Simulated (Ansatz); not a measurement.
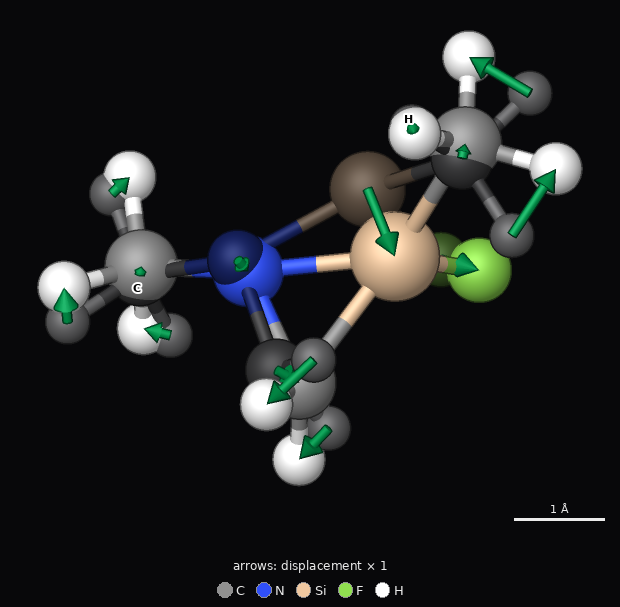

This is a relaxation of C$_{3}$H$_{8}$FNSi. The starting structure is drawn faded, the final one solid; green arrows show the displacements, at their true length. The two geometries are superimposed by the best rigid fit.

The picture is a ball-and-stick view, seen at a tilt.

The run prepares an end point of a later path (inversion) calculation, from a guessed geometry.

Method: RHF/6-31G* (Ansatz).

Input file:
```yaml
crystal:
  periodic: [false, false, false]
  atoms:
    - { symbol: C, position_ang: [-1.2863, -1.6718, 0.6493] }
    - { symbol: "N", position_ang: [-0.3692, -0.7602, -0.0117] }
    - { symbol: C, position_ang: [-1.0032, 0.0865, -0.9889] }
    - { symbol: Si, position_ang: [0.7279, 0.2957, 0.6896] }
    - { symbol: C, position_ang: [1.9811, 1.0845, -0.3482] }
    - { symbol: F, position_ang: [-0.1194, 1.4046, 1.5688] }
    - { symbol: H, position_ang: [-2.0721, -1.0624, 1.1927] }
    - { symbol: H, position_ang: [-0.8029, -2.291, 1.3344] }
    - { symbol: H, position_ang: [-1.8412, -2.2377, -0.0605] }
    - { symbol: H, position_ang: [-1.5966, 0.8992, -0.5913] }
    - { symbol: H, position_ang: [-0.3582, 0.3884, -1.7922] }
    - { symbol: H, position_ang: [1.5908, 1.9143, -0.92] }
    - { symbol: H, position_ang: [2.4017, 0.3971, -1.0208] }
    - { symbol: H, position_ang: [2.7346, 1.5235, 0.3277] }
basis:
  gaussian: { orbitals: "6-31G*" }
hamiltonian:
  xc: hf
relax:
  f_tol: 0.015
  max_steps: 40
```

Command:
```bash
ansatz run input.yaml --threads 2 --pin off --max-ram 3072MiB --backend cpu --events-out ev --progress --plain --runs-dir out
```

> What did the optimiser do to the structure, and how much energy did it gain?

The energy falls by 359.9 kJ/mol in 15 geometry steps. The largest force component goes from 2.6 to 0.012 eV/Å. H12 moves most after the best rigid fit: 0.90 Å. By element the largest moves are H 0.90 Å, Si 0.86 Å, F 0.49 Å, C 0.32 Å, N 0.21 Å. Among the contacts that change: C3–Si4 2.420 → 1.824 Å, N2–C3 1.440 → 1.497 Å, Si4–F6 1.649 → 1.596 Å, Si4–C5 1.808 → 1.860 Å. New bonds form: C3–Si4 (2.42 → 1.82 Å). Bond angles that change, for instance: C3–N2–Si4 101.6° → 70.4°, C1–N2–Si4 128.2° → 151.5°, N2–Si4–F6 108.1° → 119.8°. The run took 63 s on 2 threads of Arm Neoverse N1 (shared host), peak memory 0.24 GiB.
